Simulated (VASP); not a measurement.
Band structure of Te$_{2}$Pt (space group P-3m1). Calculation: PBE GGA, VASP's PBE PAW potentials (set 64) (plane waves; VASP 6.6.1).

Unless said otherwise, spin-orbit coupling is left out, though it shifts the bands of the heavy elements here.

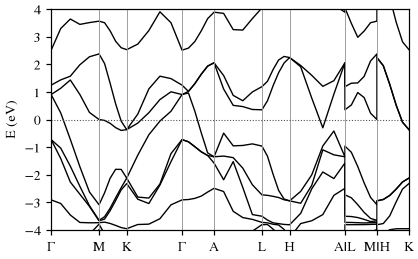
Fig. 1. Bands along high-symmetry lines, zero at the valence-band maximum or, without a gap, the Fermi level

Task: Read the plot: is there a gap, and where are the band edges?

Result: It has no gap at this level: it comes out as a metal or semimetal.

The structure comes from a measured Te2Pt entry of the Crystallography Open Database, whose conditions weren't checked. The cell was not relaxed at this level. The k-mesh is coarse (spacing up to 0.36 per Å, 2π included), so the numbers may not be converged in it.
